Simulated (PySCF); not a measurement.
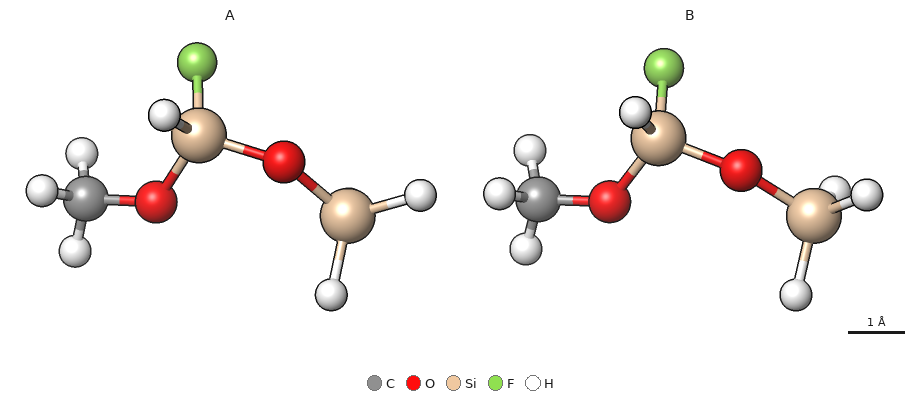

Two geometries of CH$_{7}$FO$_{2}$Si$_{2}$, drawn at one scale. One is the start of a relaxation, the other its converged end. The picture is a ball-and-stick view, seen at a tilt.

The calculation used PBE0-D3(BJ)/def2-SVP geometry optimisation, gas phase (PySCF 2.14.0, density-fitted response routines). 

Q: Which one is relaxed?

A: Structure A is the relaxed one. The start comes from GFN2-xTB. Its atoms were then displaced at random by about 0.01 Å. An H atom moves most after the best rigid fit: 0.53 Å. By element the largest moves are H 0.53 Å, O 0.29 Å, F 0.25 Å, Si 0.17 Å, C 0.15 Å. Near-neighbour distances that change, for instance: O–Si 1.621 → 1.670 Å, H–Si 1.454 → 1.492 Å, O–Si 1.603 → 1.641 Å, C–H 1.067 → 1.099 Å. Among the angles between lasting bonds that change: Si–O–Si 156.0° → 140.1°, O–Si–H 102.0° → 107.5°, H–Si–H 113.3° → 109.8°. The energy falls by 5.78 kcal/mol in 10 geometry steps.
